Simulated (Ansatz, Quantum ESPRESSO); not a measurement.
# Al: work function by face, part 3 of 6

Aim: the work function of the low-index faces of Al, their order, and how far the functional matters.

Quantum ESPRESSO 7.5; plane-wave DFT, PBE, PseudoDojo norm-conserving pseudopotentials; geometry and cross-check by Ansatz 0.2.0 with PAW datasets.

So far. Step 2 (Relaxation with Ansatz of (111)):  Held were the atoms numbered 3; the forces quoted are those on the free ones. Step 6 (Potential by pp.x of (111)): On (111) the work function under LDA lies +0.16 eV from PBE's.

## (7) Geometry from Ansatz of (100)

Level of this step: plane-wave DFT, PBE, Ansatz PAW (Ansatz 0.2.0).

input.yaml reads:

```yaml
crystal:
  lattice:
    - [2.8637824638, 0.0, 0.0]
    - [0.0, 2.8637824638, 0.0]
    - [0.0, 0.0, 24.1]
  atoms:
    - { symbol: Al, position: [0.0, 0.0, 0.3319502075] }
    - { symbol: Al, position: [0.5, 0.5, 0.4159751037] }
    - { symbol: Al, position: [0.0, 0.0, 0.5] }
    - { symbol: Al, position: [0.5, 0.5, 0.5840248963] }
    - { symbol: Al, position: [0.0, 0.0, 0.6680497925] }
kpoints:
  mp_grid: { grid: [10, 10, 1] }
hamiltonian:
  xc: pbe
scf:
  occupations: { method: fermi_dirac, width: 0.1 }
  convergence: { dr2_threshold: 1.0e-08 }
efield:
  axis: 3
  dipole_correction: true
  ramp_position: 0.97
  ramp_width: 0.04
relax:
  f_tol: 0.01
  constraints: [{ sites: [2] }]
output:
  write_potential: true
  write_density: true
  volumetric_format: npy
```

Run with:

```bash
$ ansatz run input.yaml --threads 2 --pin off --max-ram 4096MiB --backend cpu --events-out ev --progress --plain --runs-dir out
```

Numbers of over 12 decimals in the logs are rounded to 6 here.

What it wrote:

```text
[...]
Crystal: 5 atoms, lattice volume = 197.650 Å³
Basis set: ecut = 420 eV, 3877 PW (Γ), exchange–correlation on 40×40×324 points (8 copies of the dense FFT grid, shifted against one another)
Bands: 13, of which v1, the nominal top of the filled ones, is band 8 counted from 1 (7 counted from 0)
Symmetry: 8 space group operations
k-points: 21 of 100
[...]
SCF iter   1: F=—  HF=-2686.570259 eV  |F-HF|=—  |Δ(HF+E_count)|=         —  Δρ=1.27e-3  dr2=3.68e-2  ethr=1.77e-3  p=-0.000 e·Å  D=-2.22e-4 V/Å  ΔV_dip=0.01 eV  dr2_dipole=1.17e-5  V_vac-E_F(+/−)=4.09/4.09 eV  ⟨swp⟩=8.3  Hψ=2195  notcnv=0
[...]
SCF iter   7: F=-2686.568257 eV  HF=-2686.568257 eV  |F-HF|=1.22e-10  |Δ(HF+E_count)|=   1.34e-8  Δρ=2.06e-7  dr2=2.35e-10  ethr=6.67e-11  p=0.000 e·Å  D=1.69e-7 V/Å  ΔV_dip=-0.00 eV  dr2_dipole=4.21e-15  V_vac-E_F(+/−)=4.28/4.28 eV  ⟨swp⟩=9.2  Hψ=1693  notcnv=0
SCF 1 converged in 7 iterations: F = -2686.568257 eV  dr2 = 2.35e-10
[...]
relax step   1: F+E_penalty+E_count = -2686.56825672 eV  Δ(F+E_penalty+E_count) = +0.000e0 eV  max|allowed force component| = 1.042e-1 eV/Å  Δτ_max = 0.0000 Å  (7 SCF iters, accepted)
[...]
SCF iter   6: F=-2686.582018 eV  HF=-2686.582018 eV  |F-HF|=1.42e-8  |Δ(HF+E_count)|=   2.97e-7  Δρ=9.82e-7  dr2=3.78e-9  ethr=6.67e-11  p=-0.000 e·Å  D=-1.97e-7 V/Å  ΔV_dip=0.00 eV  dr2_dipole=6.56e-15  V_vac-E_F(+/−)=4.22/4.22 eV  ⟨swp⟩=8.3  Hψ=2000  notcnv=0
SCF 2 converged in 6 iterations: F = -2686.582018 eV  dr2 = 3.78e-9
[...]
relax step   2: F+E_penalty+E_count = -2686.58201775 eV  Δ(F+E_penalty+E_count) = -1.376e-2 eV  max|allowed force component| = 4.577e-2 eV/Å  Δτ_max = 0.1265 Å  (6 SCF iters, accepted)
SCF iter   1: F=—  HF=-2686.583998 eV  |F-HF|=—  |Δ(HF+E_count)|=         —  Δρ=6.35e-4  dr2=1.13e-2  ethr=9.94e-4  p=-0.000 e·Å  D=-2.18e-7 V/Å  ΔV_dip=0.00 eV  dr2_dipole=4.73e-12  V_vac-E_F(+/−)=4.24/4.24 eV  ⟨swp⟩=3.4  Hψ=885  notcnv=0  defer=5
[...]
SCF iter   6: F=-2686.583350 eV  HF=-2686.583350 eV  |F-HF|=2.46e-9  |Δ(HF+E_count)|=   6.48e-9  Δρ=4.97e-7  dr2=9.92e-10  ethr=6.67e-11  p=-0.000 e·Å  D=-1.36e-8 V/Å  ΔV_dip=0.00 eV  dr2_dipole=8.10e-15  V_vac-E_F(+/−)=4.24/4.24 eV  ⟨swp⟩=9.3  Hψ=1666  notcnv=0
SCF 3 converged in 6 iterations: F = -2686.583350 eV  dr2 = 9.92e-10
[...]
relax step   3: F+E_penalty+E_count = -2686.58335039 eV  Δ(F+E_penalty+E_count) = -1.333e-3 eV  max|allowed force component| = 1.034e-2 eV/Å  Δτ_max = 0.0341 Å  (6 SCF iters, accepted)
SCF iter   1: F=—  HF=-2686.583094 eV  |F-HF|=—  |Δ(HF+E_count)|=         —  Δρ=1.04e-4  dr2=3.69e-4  ethr=1.54e-5  p=-0.000 e·Å  D=-1.08e-8 V/Å  ΔV_dip=0.00 eV  dr2_dipole=1.90e-13  V_vac-E_F(+/−)=4.24/4.24 eV  ⟨swp⟩=2.1  Hψ=835  notcnv=0  defer=5
[...]
SCF iter   4: F=-2686.583401 eV  HF=-2686.583401 eV  |F-HF|=7.54e-9  |Δ(HF+E_count)|=   2.14e-7  Δρ=8.75e-7  dr2=2.27e-9  ethr=6.67e-11  p=-0.000 e·Å  D=-2.67e-8 V/Å  ΔV_dip=0.00 eV  dr2_dipole=2.90e-14  V_vac-E_F(+/−)=4.24/4.24 eV  ⟨swp⟩=8.7  Hψ=1906  notcnv=0
SCF 4 converged in 4 iterations: F = -2686.583401 eV  dr2 = 2.27e-9
[...]
relax step   4: F+E_penalty+E_count = -2686.58340073 eV  Δ(F+E_penalty+E_count) = -5.034e-5 eV  max|allowed force component| = 5.822e-4 eV/Å  Δτ_max = 0.0040 Å  (4 SCF iters, accepted)
NSCF: frozen V_eff on 21 k-points
[...]
WARN: The input density's exchange-correlation potential varies sharply where the density is thin. Do not read a vacuum level from v_tot or v_xc, or from such a field of the output density. On a cell that repeats whose density bears no net charge and no dipole along the vacuum's axis use v_es (v_loc + v_h of the components); under efield.dipole_correction with no amplitude use v_es + v_field, which holds any external [...]
SCF converged after 4 iterations
Free energy (F): -2686.583401 eV
[...]
Internal energy: -2686.507779 eV  (E = F + TS)
E sigma→0 (E₀):  -2686.545590 eV
Entropy (-TS):   -0.075622 eV (-15.124 meV/atom)
Fermi energy:    0.947860 eV
Dipole field:    D = 0.000000 V/Å  (p = 0.000000 e·Å, saw-weighted, corrected)
Work function:   Φ+ = 4.2377 eV   Φ− = 4.2377 eV
[...]
--- Forces (eV/Å), atoms counted from 1 ---
  atom   1  Al     0.00000000     0.00000000    -0.00058222
  atom   2  Al     0.00000000     0.00000000    -0.00021599
  atom   3  Al     0.00000000     0.00000000     0.00000013
  atom   4  Al    -0.00000000     0.00000000     0.00021595
  atom   5  Al    -0.00000000     0.00000000     0.00058211
  max |Σ_I F_I| component: 2.03e-8 eV/Å
--- Band table (eV; the first three rows and the last of 21) ---
  k-point 0: bands = [... 4 lower, -3.1679, -1.2951, 1.6663, 3.8349, 4.7994, 5.7753, 5.9044, 6.5491, ... 1 higher]
  k-point 1: bands = [... 4 lower, -2.9926, -1.1277, 1.8316, 3.9960, 4.0656, 4.8652, 4.9809, 5.9595, ... 1 higher]
  k-point 2: bands = [... 4 lower, -2.4691, -0.6272, 1.3017, 2.1341, 2.3719, 3.5032, 4.5351, 5.3339, ... 1 higher]
  k-point 20: bands = [... 4 lower, -0.3215, -0.2252, 0.4113, 0.5353, 0.5353, 0.8044, 1.9049, 2.1258, ... 1 higher]
--- Relaxed structure (4 steps of the walk, 4 accepted, 0 SCFs on fresh bases) ---
  F+E_penalty+E_count = -2686.58340073 eV   max|allowed force component| = 5.822e-4 eV/Å
  atoms:
    - { symbol: Al, position: [0, 0.0, 0.327955] }
    - { symbol: Al, position: [0.500000, 0.500000, 0.413244] }
    - { symbol: Al, position: [0.0, 0.0, 0.500000] }
    - { symbol: Al, position: [0.500000, 0.500000, 0.586756] }
    - { symbol: Al, position: [0, 0.0, 0.672045] }
```

It took 7.2 s on 2 threads of Intel Xeon Platinum 8375C at 2.90GHz (Ice Lake), shared host; peak memory 0.42 GiB.

Relaxation path:

| step | energy less that of the first step (eV) | largest force component (eV/Å) |
| --- | --- | --- |
| 1 | 0.0000 | 0.1042 |
| 2 | -0.0138 | 0.0458 |
| 3 | -0.0151 | 0.0103 |
| 4 | -0.0151 | 0.0006 |

Forces are held to the 8 operations that the run works with; a distortion that breaks them can't arise in this run.

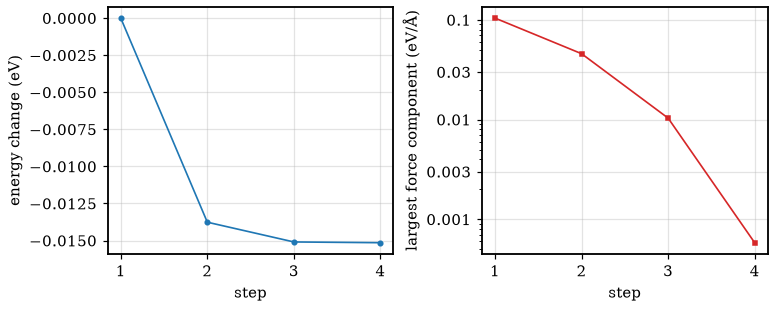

Energy and largest force along the relaxation.

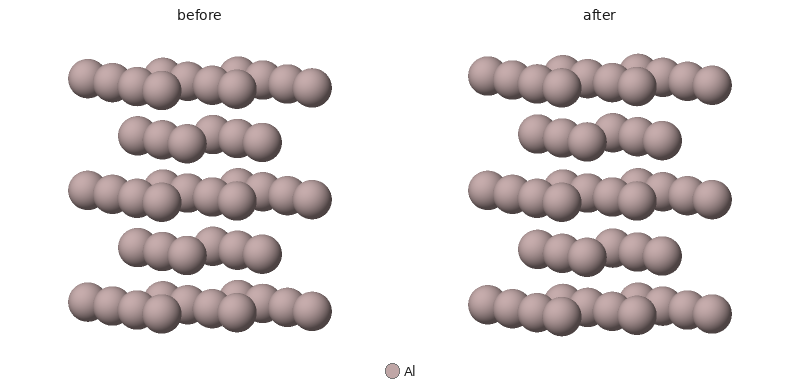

The structure before and after the relaxation, drawn at the same scale.

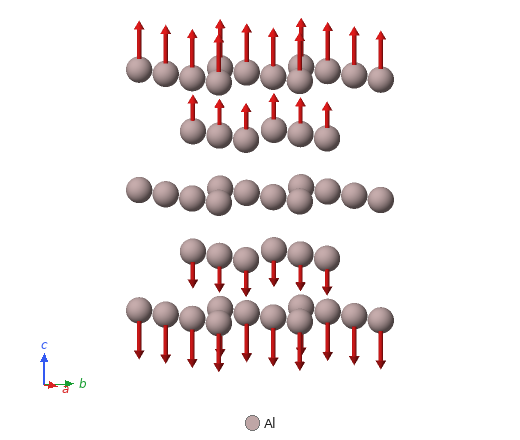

Displacements in the relaxation, exaggerated; the longest in the cell stands for 0.10 Å. 3×2×1 cells are drawn. Some periodic images of atoms are drawn too.

The atoms that moved most (Å):

| atom | dx | dy | dz | length |
| --- | --- | --- | --- | --- |
| Al5 | 0.000 | 0.000 | 0.096 | 0.096 |
| Al1 | 0.000 | 0.000 | -0.096 | 0.096 |
| Al4 | 0.000 | 0.000 | 0.066 | 0.066 |
| Al2 | 0.000 | 0.000 | -0.066 | 0.066 |

The relaxed structure:

```xyz
5
Lattice="2.8638 0.0000 0.0000 0.0000 2.8638 0.0000 0.0000 0.0000 24.1000" Properties=species:S:1:pos:R:3
Al    0.0000    0.0000    7.9037
Al    1.4319    1.4319    9.9592
Al    0.0000    0.0000   12.0500
Al    1.4319    1.4319   14.1408
Al    0.0000    0.0000   16.1963
```

The relaxation lowers the energy by 3 meV an atom. Held were the atoms numbered 3; the forces quoted are those on the free ones.

Numbers from this step:

```
free energy                     : -2686.5834 eV
energy at zero smearing         : -2686.5456 eV
smearing term TS                : 0.07562 eV
Fermi energy                    : 0.9479 eV
symmetry operations             : 8
work function of the upper face : 4.238 eV
work function of the lower face : 4.238 eV
dipole along the normal         : 2.23e-7 e·Å
```

## (8) Self-consistent run of (100), PBE

Level of this step: plane-wave DFT, PBE, PseudoDojo norm-conserving pseudopotentials (Quantum ESPRESSO 7.5).

100.pbe.in reads:

```
&control
  prefix = '100.pbe'
  outdir = './out'
  pseudo_dir = './pseudo'
  calculation = 'scf'
  tprnfor = .true.
/
&system
  ibrav = 0
  nat = 5
  ntyp = 1
  ecutwfc = 32
  ecutrho = 128
  occupations = 'smearing'
  smearing = 'mv'
  degauss = 0.02
/
&electrons
  conv_thr = 1e-07
  mixing_beta = 0.4
  electron_maxstep = 120
  mixing_mode = 'local-TF'
/
ATOMIC_SPECIES
  Al  26.9815  Al.dojo-sr-pbe-0.4.1-standard.upf
CELL_PARAMETERS angstrom
  2.86378246380000 0.00000000000000 0.00000000000000
  0.00000000000000 2.86378246380000 0.00000000000000
  0.00000000000000 0.00000000000000 24.10000000000000
ATOMIC_POSITIONS crystal
  Al  -0.000000000000 0.000000000000 0.327955496298
  Al  0.500000000000 0.500000000000 0.413243867320
  Al  0.000000000000 0.000000000000 0.500000000000
  Al  0.500000000000 0.500000000000 0.586756133931
  Al  -0.000000000000 0.000000000000 0.672044507030
K_POINTS automatic
  10 10 1 0 0 0
```

Run with:

```bash
$ OMP_NUM_THREADS=1 mpirun -n 2 pw.x -nk 2 -in 100.pbe.in > 100.pbe.out
```

What it wrote:

```text
[banner, memory and clock lines left out]
Program PWSCF v.7.5 starts
[citation notice left out]

[...]
Message from routine setup:
[...]
bravais-lattice index     =            0
     lattice parameter (alat)  =       5.4118  a.u.
     unit-cell volume          =    1333.8092 (a.u.)^3
     number of atoms/cell      =            5
     number of atomic types    =            1
     number of electrons       =        15.00
     number of Kohn-Sham states=           12
     kinetic-energy cutoff     =      32.0000  Ry
     charge density cutoff     =     128.0000  Ry
     scf convergence threshold =      1.0E-07
     mixing beta               =       0.4000
     number of iterations used =            8  local-TF  mixing
     Exchange-correlation= PBE
                           (   1   4   3   4   0   0   0)

[...]
PseudoPot. # 1 for Al read from file:
     ./pseudo/Al.dojo-sr-pbe-0.4.1-standard.upf
     Pseudo is Norm-conserving + core correction, Zval =  3.0
     Generated using ONCVPSP code by D. R. Hamann
     Using radial grid of 1876 points,  6 beta functions with:
                l(1) =   0
                l(2) =   0
                l(3) =   1
                l(4) =   1
                l(5) =   2
                l(6) =   2

     atomic species   valence    mass     pseudopotential
     Al                3.00    26.98150     Al( 1.00)

     16 Sym. Ops., with inversion, found

[...]
number of k points=    21  Marzari-Vanderbilt smearing, width (Ry)=  0.0200
[...]
Dense  grid:    32657 G-vectors     FFT dimensions: (  20,  20, 180)

     Initial potential from superposition of free atoms

     starting charge      14.9878, renormalised to      15.0000

     negative rho (up, down):  2.602E-05 0.000E+00
     Starting wfcs are   20 randomized atomic wfcs

     per-process dynamical memory:    31.6 Mb

     Self-consistent Calculation

     iteration #  1     ecut=    32.00 Ry     beta= 0.40
     Davidson diagonalization with overlap
     ethr =  1.00E-02,  avg # of iterations =  3.2

     negative rho (up, down):  2.072E-08 0.000E+00

     total energy              =     -23.11443739 Ry
     estimated scf accuracy    <       0.26875685 Ry

     iteration #  2     ecut=    32.00 Ry     beta= 0.40
[...]
total energy              =     -23.08594114 Ry
     estimated scf accuracy    <       0.17004564 Ry

     iteration #  3     ecut=    32.00 Ry     beta= 0.40
[...]
total energy              =     -23.10339680 Ry
     estimated scf accuracy    <       0.01608040 Ry

     iteration #  4     ecut=    32.00 Ry     beta= 0.40
[...]
total energy              =     -23.10398901 Ry
     estimated scf accuracy    <       0.01373124 Ry

     iteration #  5     ecut=    32.00 Ry     beta= 0.40
[...]
total energy              =     -23.10424169 Ry
     estimated scf accuracy    <       0.00670461 Ry

     iteration #  6     ecut=    32.00 Ry     beta= 0.40
[...]
total energy              =     -23.10327632 Ry
     estimated scf accuracy    <       0.00367932 Ry

[...]
iteration # 11     ecut=    32.00 Ry     beta= 0.40
[...]
negative rho (up, down):  6.669E-05 0.000E+00

[...]
total energy              =     -23.10365560 Ry
     estimated scf accuracy    <       0.00000020 Ry

     iteration # 12     ecut=    32.00 Ry     beta= 0.40
[...]
negative rho (up, down):  1.177E-07 0.000E+00

[...]
total energy              =     -23.10365607 Ry
     estimated scf accuracy    <       0.00000043 Ry

     iteration # 13     ecut=    32.00 Ry     beta= 0.40
[...]
negative rho (up, down):  1.368E-05 0.000E+00

[...]
total energy              =     -23.10365630 Ry
     estimated scf accuracy    <       0.00000054 Ry

     iteration # 14     ecut=    32.00 Ry     beta= 0.40
[...]
End of self-consistent calculation

          k = 0.0000 0.0000 0.0000 (  4039 PWs)   bands (ev):

    -9.7733  -8.8958  -7.4689  -5.5418  -3.1788  -1.3093   1.6626   3.8390
     4.7807   5.7778   5.8289   6.8724

          k = 0.0000 0.1000 0.0000 (  4027 PWs)   bands (ev):

    -9.5932  -8.7167  -7.2912  -5.3657  -3.0034  -1.1416   1.8281   4.0005
     4.0650   4.8715   4.9625   6.0054

[...]
the Fermi energy is     0.9609 ev

!    total energy              =     -23.10365635 Ry
     estimated scf accuracy    <          3.0E-09 Ry
     smearing contrib. (-TS)   =      -0.00148604 Ry
     internal energy E=F+TS    =     -23.10217032 Ry

     The total energy is F=E-TS. E is the sum of the following terms:
     one-electron contribution =    -223.36929021 Ry
     hartree contribution      =     115.14993118 Ry
     xc contribution           =     -10.55175336 Ry
     ewald contribution        =      95.66894207 Ry

     convergence has been achieved in  14 iterations

     Forces acting on atoms (cartesian axes, Ry/au):

     atom    1 type  1   force =     0.00000000    0.00000000    0.00003065
     atom    2 type  1   force =     0.00000000    0.00000000   -0.00017769
     atom    3 type  1   force =     0.00000000    0.00000000    0.00000000
     atom    4 type  1   force =     0.00000000    0.00000000    0.00017769
     atom    5 type  1   force =     0.00000000    0.00000000   -0.00003065

     Total force =     0.000255     Total SCF correction =     0.000084
     SCF correction compared to forces is large: reduce conv_thr to get better values

[...]
```

Run time: 11 s. Hardware: 2 MPI ranks; peak memory 0.18 GiB.

Numbers from this step:

- free energy: -314.3413 eV
- Fermi energy: 0.9609 eV

## (9) Electrostatic potential of (100)

100.pbe.pot.in reads:

```
&inputpp
  prefix = '100.pbe'
  outdir = './out'
  filplot = '100.pbe.pot.dat'
  plot_num = 11
/
```

Run with:

```bash
$ OMP_NUM_THREADS=1 mpirun -n 2 pp.x -in 100.pbe.pot.in > 100.pbe.pot.out
```

What it wrote:

```text
[banner, memory and clock lines left out]
Program POST-PROC v.7.5 starts
[citation notice left out]

[...]
./out/100.pbe.save/

[...]
Calling punch_plot, plot_num =  11
     Writing data to file  100.pbe.pot.dat
     Message from routine chdens:
     namelist plot not found or invalid, exiting
```

Wall time 1.1 s (2 MPI ranks); peak memory 0.1 GiB.

Read from the output:

```
work function of the upper face                                       : 4.224 eV
slope of the potential above                                          : 4.81e-5 eV/Å
upper vacuum line continued to the top atoms, over the Fermi level    : 4.224 eV
work function of the lower face                                       : 4.224 eV
slope of the potential below                                          : -1.20e-4 eV/Å
lower vacuum line continued to the bottom atoms, over the Fermi level : 4.224 eV
```

The potential energy, planar mean oscillates, so the rows of the table below give means over windows of 2.01 Å about each position, cut where the curve ends. Its maxima inside the range that stand out by 2 % of the span (Å: eV): 9.0: -1.90, 11.0: -1.69, 13.1: -1.69, 15.1: -1.90. Its minima: 7.9: -12.3, 9.9: -12.5, 12.1: -12.7, 14.2: -12.5, 16.2: -12.3.

Electrostatic potential energy of an electron; zero at the Fermi level. The potential energy, planar mean by z; means over each step:

| z (Å) | potential energy, planar mean (eV) |
| --- | --- |
| 1.00 | 4.22 |
| 3.01 | 4.22 |
| 5.02 | 4.14 |
| 7.03 | -2.74 |
| 9.04 | -6.67 |
| 11.05 | -6.50 |
| 13.06 | -6.50 |
| 15.07 | -6.67 |
| 17.08 | -2.59 |
| 19.09 | 4.14 |
| 21.10 | 4.22 |
| 23.11 | 4.22 |

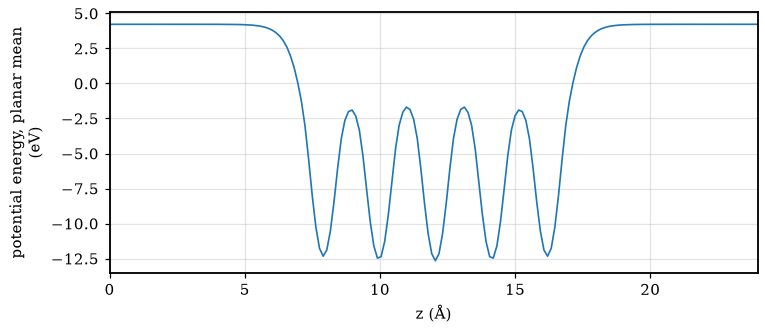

Potential energy, planar mean, plotted against z.

## (10) Self-consistent run of (100), LDA

Level of this step: plane-wave DFT, LDA, PseudoDojo norm-conserving pseudopotentials (Quantum ESPRESSO 7.5).

100.lda.in is the input of step 8 with these lines changed:

```diff
@@ -1,3 +1,3 @@
 &control
-  prefix = '100.pbe'
+  prefix = '100.lda'
   outdir = './out'
@@ -24,3 +24,3 @@
 ATOMIC_SPECIES
-  Al  26.9815  Al.dojo-sr-pbe-0.4.1-standard.upf
+  Al  26.9815  Al.dojo-sr-lda-0.4.1-standard.upf
 CELL_PARAMETERS angstrom
```

Run with:

```bash
$ OMP_NUM_THREADS=1 mpirun -n 2 pw.x -nk 2 -in 100.lda.in > 100.lda.out
```

What it wrote:

```text
[banner, memory and clock lines left out]
Program PWSCF v.7.5 starts
[...]
Message from routine setup:
[...]
number of electrons       =        15.00
     number of Kohn-Sham states=           12
     kinetic-energy cutoff     =      32.0000  Ry
     charge density cutoff     =     128.0000  Ry
[...]
number of k points=    21  Marzari-Vanderbilt smearing, width (Ry)=  0.0200
[...]
Dense  grid:    32657 G-vectors     FFT dimensions: (  20,  20, 180)
[...]
negative rho (up, down):  2.805E-05 0.000E+00
     Starting wfcs are   20 randomized atomic wfcs
[...]
estimated scf accuracy    <       0.28287438 Ry
[...]
estimated scf accuracy    <       0.17622296 Ry
[...]
estimated scf accuracy    <       0.01457125 Ry
[...]
estimated scf accuracy    <       0.01159304 Ry
[...]
estimated scf accuracy    <       0.00600173 Ry
[...]
estimated scf accuracy    <       0.00324837 Ry
[...]
negative rho (up, down):  1.128E-04 0.000E+00
[...]
estimated scf accuracy    <       0.00213521 Ry
[...]
negative rho (up, down):  6.158E-03 0.000E+00
[...]
estimated scf accuracy    <       0.00065322 Ry
[...]
negative rho (up, down):  1.817E-03 0.000E+00
[...]
estimated scf accuracy    <       0.00014765 Ry
[...]
negative rho (up, down):  1.503E-04 0.000E+00
[...]
estimated scf accuracy    <       0.00016965 Ry
[...]
negative rho (up, down):  9.045E-05 0.000E+00
[...]
estimated scf accuracy    <       0.00000368 Ry
[...]
negative rho (up, down):  2.327E-05 0.000E+00
[...]
estimated scf accuracy    <       0.00000201 Ry
[...]
negative rho (up, down):  1.395E-05 0.000E+00
[...]
estimated scf accuracy    <       0.00000198 Ry
[...]
the Fermi energy is     0.7895 ev
!    total energy              =     -23.54132387 Ry
     estimated scf accuracy    <       0.00000007 Ry
     smearing contrib. (-TS)   =      -0.00147684 Ry
     internal energy E=F+TS    =     -23.53984703 Ry
[...]
one-electron contribution =    -223.57313354 Ry
     hartree contribution      =     115.19533595 Ry
     xc contribution           =     -10.83099151 Ry
     ewald contribution        =      95.66894207 Ry
     convergence has been achieved in  14 iterations
[...]
Total force =     0.009207     Total SCF correction =     0.000443
[...]
```

Run time: 11 s. Hardware: 2 MPI ranks; peak memory 0.17 GiB; 21 s of CPU time.

Read from the output:

| Item | Value |
| --- | --- |
| free energy | -320.2960 eV |
| Fermi energy | 0.7895 eV |

## (11) Electrostatic potential of (100)

100.lda.pot.in reads:

```
&inputpp
  prefix = '100.lda'
  outdir = './out'
  filplot = '100.lda.pot.dat'
  plot_num = 11
/
```

Run with:

```bash
$ OMP_NUM_THREADS=1 mpirun -n 2 pp.x -in 100.lda.pot.in > 100.lda.pot.out
```

The job ended after 1.1 s (2 MPI ranks; peak memory 0.1 GiB).

Numbers from this step:

| Property | Result |
| --- | --- |
| work function of the upper face | 4.366 eV |
| slope of the potential above | 1.90e-4 eV/Å |
| upper vacuum line continued to the top atoms, over the Fermi level | 4.365 eV |
| work function of the lower face | 4.366 eV |
| slope of the potential below | -1.33e-4 eV/Å |
| lower vacuum line continued to the bottom atoms, over the Fermi level | 4.366 eV |

On (100) the work function under LDA lies +0.14 eV from PBE's.

(Continued in part 4 of 6.)

[Logs are printed without paths, hosts, clocks, repeated set-up lines and the standing remarks that a program may print on its own settings, such as how far it seeks lower states.]

[Hosts, paths, dates, database ids (printed as entryN), source tags and the programs' standing remarks are cut or masked in the printed files.]

[Maps of the electrostatic potential energy from Ansatz leave out the sawtooth potential of an applied field or a dipole correction, so their vacuum need not be flat; planar profiles and work functions include it.]
